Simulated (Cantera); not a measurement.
Input: 1 mol N₂O, a varied amount of H₂O, 0.91 mol O₂, equilibrated at 3000 K and 1 atm.

Cantera equilibrium calculation (NASA polynomials, part measured and part estimated; ideal gas, pure solids and liquids). Candidate condensed phases: H₂O; 24 gas species. Rates play no part.

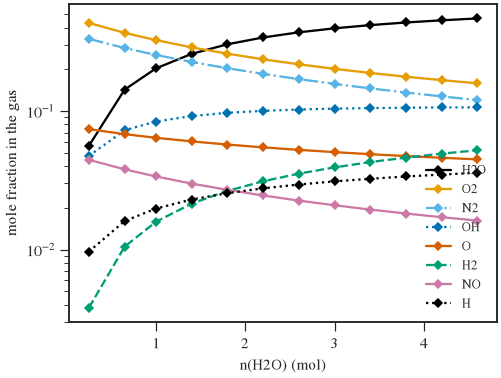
Figure. Equilibrium gas composition (values under 1e-9 drawn at 1e-9)

Read off the mole fractions at 0.25 mol H₂O.

O₂ about 0.43, N₂ about 0.33, O about 0.074, H₂O about 0.056, OH about 0.047, NO about 0.044, H about 0.0097, H₂ about 0.0038.
